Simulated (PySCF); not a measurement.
## Electronic structure of C6H13OP2 (charge +1) in real space

```xyz
22

C    -1.6007   -0.7684    1.2267
P    -0.9519    0.1592   -0.1926
P    -2.6300    0.8813   -1.3635
C     0.0436   -0.9728   -1.2239
C     1.3332   -1.3886   -0.5079
C     2.1584   -0.1686   -0.1226
O     3.2074    0.0923   -0.6323
C     1.5216    0.7084    0.9476
C     0.2583    1.3959    0.4199
H    -2.2868   -1.5349    0.8657
H    -2.1443   -0.0923    1.8870
H    -0.7973   -1.2422    1.7886
H    -2.9202    1.8680   -0.4131
H    -1.8047    1.7296   -2.1113
H    -0.5640   -1.8473   -1.4758
H     0.2862   -0.4546   -2.1577
H     1.9291   -2.0092   -1.1796
H     1.1078   -1.9722    0.3869
H     1.2957    0.1022    1.8267
H     2.2433    1.4745    1.2374
H     0.5158    2.0608   -0.4106
H    -0.2109    1.9983    1.2035
```

Geometry: GFN2-xTB.

These are results of PBE0/pcSseg-1, SCF density, gas phase, non-relativistic in PySCF 2.14.0, not measurements.

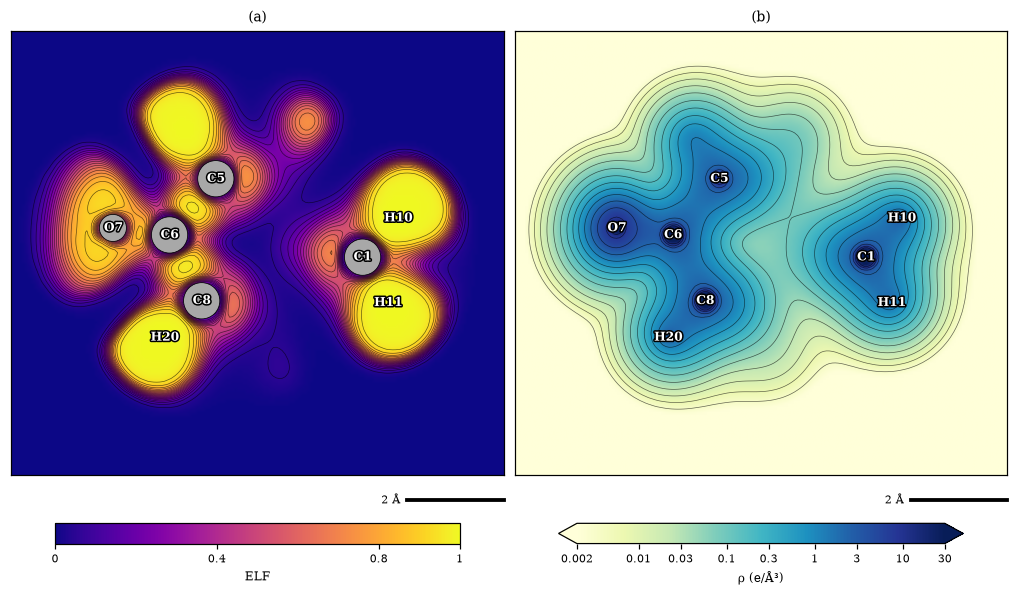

Figure 1. (a) ELF; (b) electron density on the plane of atoms C6, C8 and H20. Grey discs cover the atomic cores in the ELF map.

Describe what can be read from this map.

Answer. The plane passes through C, O and H nuclei.
C–O (1.20 Å): the density is about 3.4 e/Å³ at the midpoint; the ELF peaks at about 0.85 between the atoms (a short, multiple covalent bond).
C–C (1.52 Å): ρ is about 1.7 e/Å³ halfway; the ELF peaks at about 0.95 between the atoms; a covalent bond.
C–H (1.09 Å): ρ is about 2 e/Å³ halfway; the ELF climbs to about 1 towards the hydrogen, as it does in any bond to H: an ordinary covalent bond to hydrogen.
The ELF also peaks beside O7, away from the bonds: lone-pair regions.

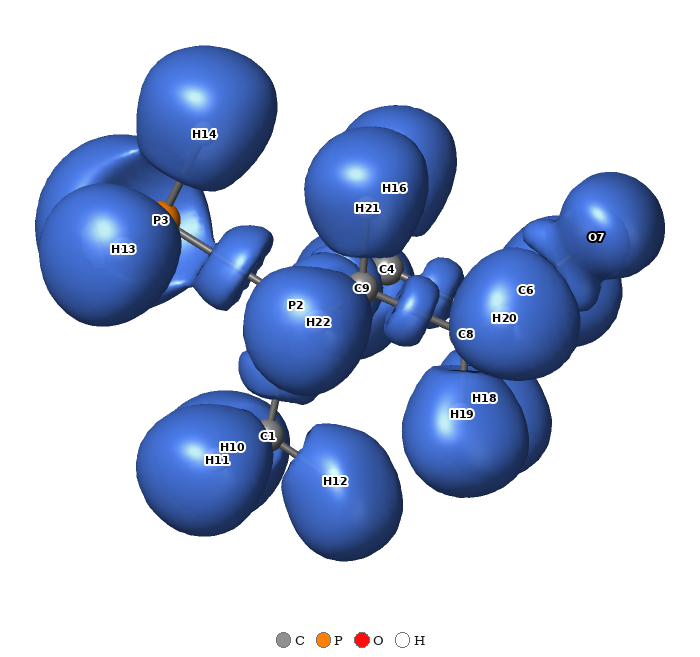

Figure 2. Isosurface of the ELF at 0.75 (blue), seen from one side. Core shells and regions of very low density are left out.

Identify the bonds, lone pairs and shells in this picture.

Answer. The ELF exceeds this value in four regions between bonded C–C atoms (shared pairs), three regions between bonded C–P atoms (shared pairs), eleven regions around hydrogen nuclei, one region on O in which the atom's valence shell and bonds are merged and one joined region spread over several atoms (H, P), in which their bonds and any lone pairs are merged.

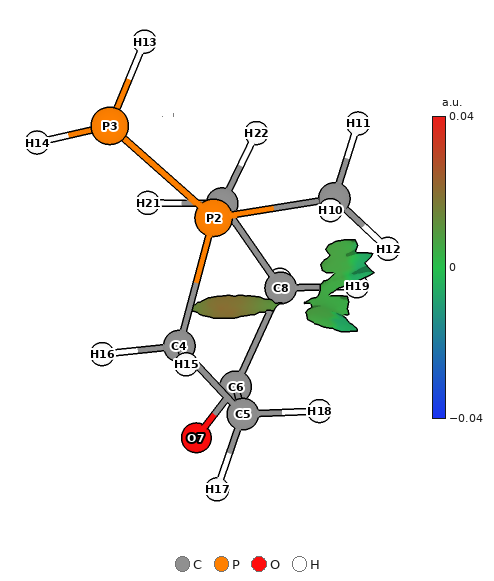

Figure 3. Non-covalent interaction (NCI) plot: the surface where the reduced density gradient is 0.5, for densities under 0.05 a.u., coloured by sign(λ₂)ρ; seen at an oblique angle.

Identify the weak interactions.

Answer. Between H18 and C5 on one side and H12 and C1 on the other: a weak contact (green); inside the ring or cage of P2, C4, C5, C6, C8 and C9: steric crowding (red).
